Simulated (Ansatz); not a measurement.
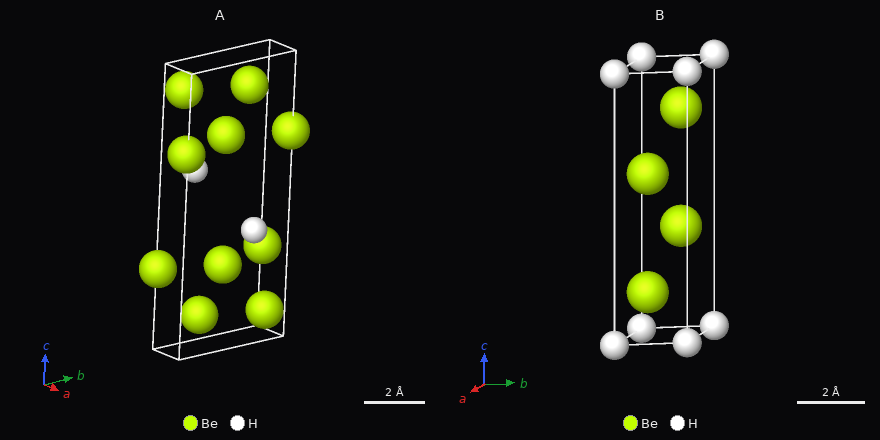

Two structures of Be4H, each relaxed to rest (conventional cells in solid outline, small ones repeated, not to one scale). Method: DFT PBE, scalar-relativistic, plane waves, PAW (Ansatz), without spin polarisation.

### Which structures are these?

A: 10 atoms a cell on a primitive triclinic lattice, P-1. B: 5 atoms a cell on a primitive hexagonal lattice, P-3m1.

### What is the energy order of the two?

A is lower, by 120 meV/atom at this level of theory (energies at zero smearing). Volumes: A 8.3, B 7.2 Å³/atom.

One or both may be structure types tried for this composition rather than known phases.
